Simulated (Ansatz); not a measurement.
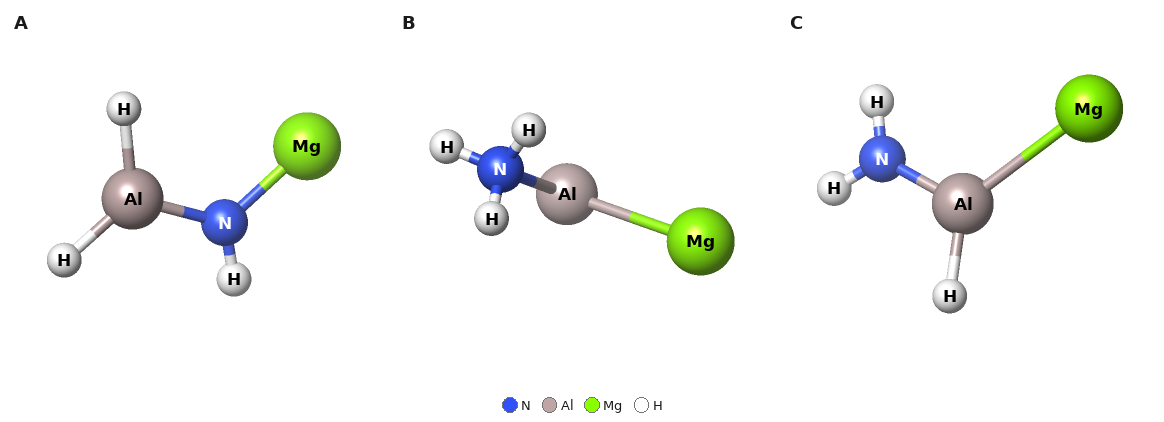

3 stationary structures of one formula. Charge 0, doublet. Geometries: PBE-D4/def2-SVP. Electronic energies: PBE-D4/def2-SVP (Ansatz 0.2.0), without zero-point energy. No frequency run is at hand to confirm each as a minimum.

Rank them by energy, lowest first.

Answer. A is lowest (Cs); C lies 0.339 eV above it (Cs), B lies 1.243 eV above it.
